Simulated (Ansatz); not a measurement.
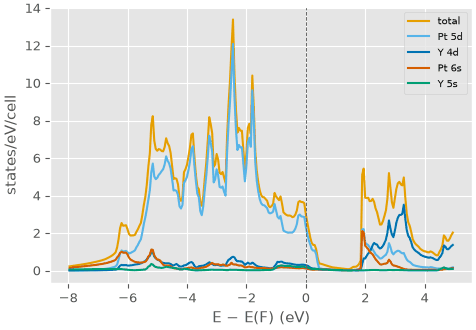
*Total and projected density of states of YPt₃ (Cu3Au type, Pm-3m), LDA (plane waves, PAW; program Ansatz)*

Which orbitals carry the states next to the Fermi level?

Within 0.5 eV of the Fermi level: Pt 5d 76 %, Y 4d 10 %, Y 5s 6 %. Projections are on Löwdin-orthogonalised atomic valence shells; empty p or d shells of many metals are not among them.

Where is the tallest occupied peak in this window, and what makes it?

Near -2.4 eV, about 13 states/eV per cell; the largest projected share is Pt 5d.

The first step of the workflow began from a Materials Project structure, measured or hypothetical; the Crystallography Open Database files this formula in space group No. 221, but the cells were not matched. Its standing as an ambient phase is unchecked. The LDA relaxation kept the symmetry of its start; whether a distortion lowers the energy is not shown. The run is not spin-polarised. Spin–orbit coupling is left out wherever it is not named.

Potentials: the later of the program's two PAW sets.
